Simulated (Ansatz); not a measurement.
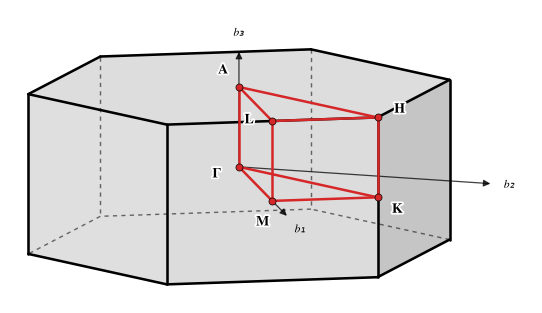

For Cd, the geometry relaxed with DFT, PBE, plane waves (420 eV) with PAW, scalar-relativistic (Ansatz): the figure shows the first Brillouin zone with its special points and a band path. Symmetry computed with spglib at a tolerance of 0.002 Å; standard conventional cell.

Labels and path follow the convention of Hinuma et al. (2017), as computed by seekpath; the arrows show the directions of the reciprocal primitive vectors b₁, b₂, b₃.

Q: What lattice type do the shape and the labels point to?

A: A primitive hexagonal lattice (hP; extended symbol hP2). The zone is a hexagonal prism in its combinatorial type: 8 faces (6 with 4 edges, 2 with 6 edges), 18 edges, 12 vertices.

Q: In which order does the conventional band path visit the special points?

A: Γ–M–K–Γ–A–L–H–A | L–M | H–K
